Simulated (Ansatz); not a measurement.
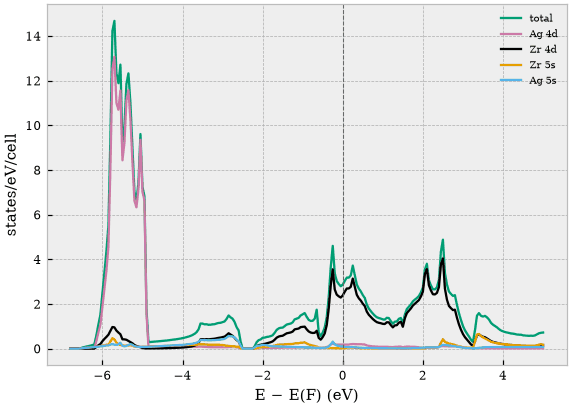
Figure: Total and projected density of states of ZrAg (rock salt, Fm-3m), plane-wave PAW PBEsol (Ansatz code)

Problem. Which orbitals carry the states next to the Fermi level?

Solution. Within 0.5 eV of the Fermi level: Zr 4d 82 %, Ag 4d 6 %, outside the projected shells 8 %. Projections are on Löwdin-orthogonalised atomic valence shells; empty p or d shells of many metals are not among them.

Problem. Where is the tallest occupied peak in this window, and what makes it?

Solution. Near -5.7 eV, about 15 states/eV per cell; the largest projected share is Ag 4d.

The start of the workflow was typed in or built on a structure type; neither database checked (COD, Materials Project) lists it. COD files the formula under space group No. 129. Whether it is the stable phase at ambient conditions was not checked. The cell was relaxed with PBEsol under the symmetry of its start. At this level the phase is mechanically unstable. No spin polarisation was allowed. Its formation energy is positive at this level, so the cell may be metastable or incomplete. Scalar-relativistic: spin–orbit coupling is off unless named, which matters more the heavier the elements.

Potentials: the earlier of the program's two PAW sets. The files were generated under PBE; for other functionals the program regenerates the frozen cores, and for LDA and PBEsol the local potential too.
